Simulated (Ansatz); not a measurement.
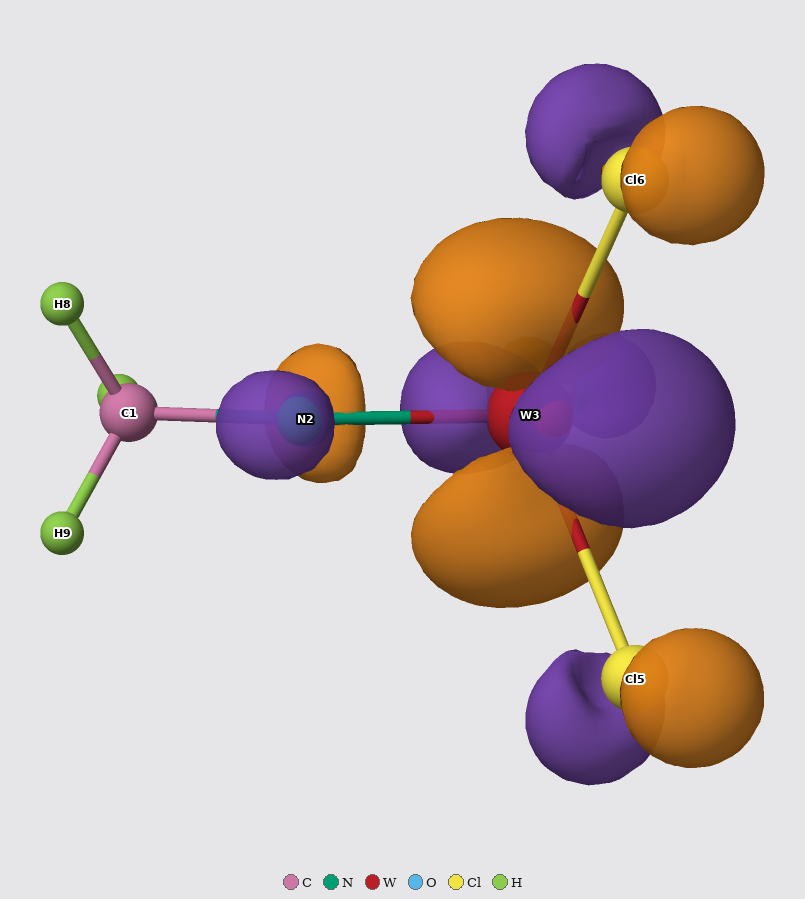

Figure. CH3Cl2NOW (SMILES C[N]=[W](=[O])([Cl])[Cl]). The LUMO at ±0.15 Å⁻³ᐟ² (orange and purple are the two phases), seen across its widest extent.

Geometry: PBE0-D4/def2-TZVP; core potentials replace the inner electrons of W.

Computed with Ansatz, RKS PBE0-D4/def2-TZVPP.

The calculation's input:

```
crystal:
  periodic: [false, false, false]
  atoms:
    - {symbol: C, position_ang: [0.840108, -1.367553, -0.063378]}
    - {symbol: N, position_ang: [0.400958, -0.023709, 0.026027]}
    - {symbol: W, position_ang: [-0.789014, 1.239131, 0.055296]}
    - {symbol: O, position_ang: [-2.304997, 0.496187, -0.115781]}
    - {symbol: Cl, position_ang: [-0.393091, 2.585703, -1.733256]}
    - {symbol: Cl, position_ang: [-0.660673, 2.245539, 2.089895]}
    - {symbol: H, position_ang: [-0.002034, -2.057297, -0.184400]}
    - {symbol: H, position_ang: [1.392427, -1.637657, 0.841940]}
    - {symbol: H, position_ang: [1.516328, -1.480336, -0.916342]}
basis:
  gaussian: {orbitals: def2-TZVPP}
hamiltonian: {xc: pbe0, dispersion: d4}
output: {orbitals: {seedname: orbitals}}
```

Launched as:

```sh
ansatz run in.yaml --threads 4 --pin off --events-out ev --progress --plain --max-ram 11315MiB
```

What is the character of this orbital?

By Hirshfeld shares it lies mainly on W3 (about 55 %), Cl5 (about 15 %), Cl6 (about 15 %) and N2 (about 5 %). Its energy is −2.51 eV.
